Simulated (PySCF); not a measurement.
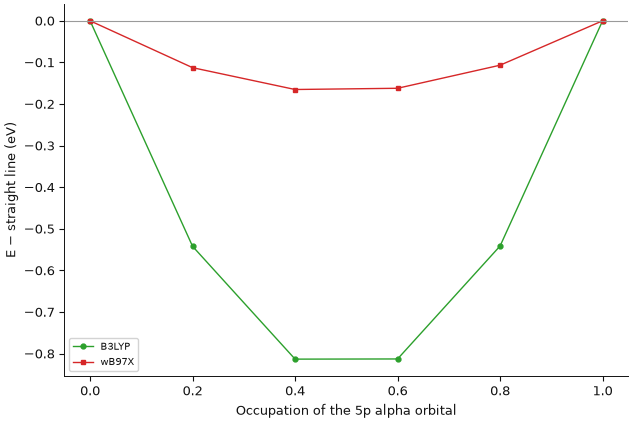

One 5p alpha orbital of Te⁺ ([Kr] 4d¹⁰ 5s² 5p³) is emptied in steps. The plot gives the energy less the straight line between the integer ends. PySCF, aug-cc-pVDZ-PP with a 28-electron core potential, unrestricted single determinants, no spin-orbit coupling.

What do the curves say about each method?

Answer. B3LYP: convex (delocalisation error), largest departure −0.81 eV, removal energy 18.76 eV; wB97X: convex (delocalisation error), largest departure −0.17 eV, removal energy 18.57 eV. The measured removal energy is 18.60 eV. The exact energy is a straight line between whole electron numbers.
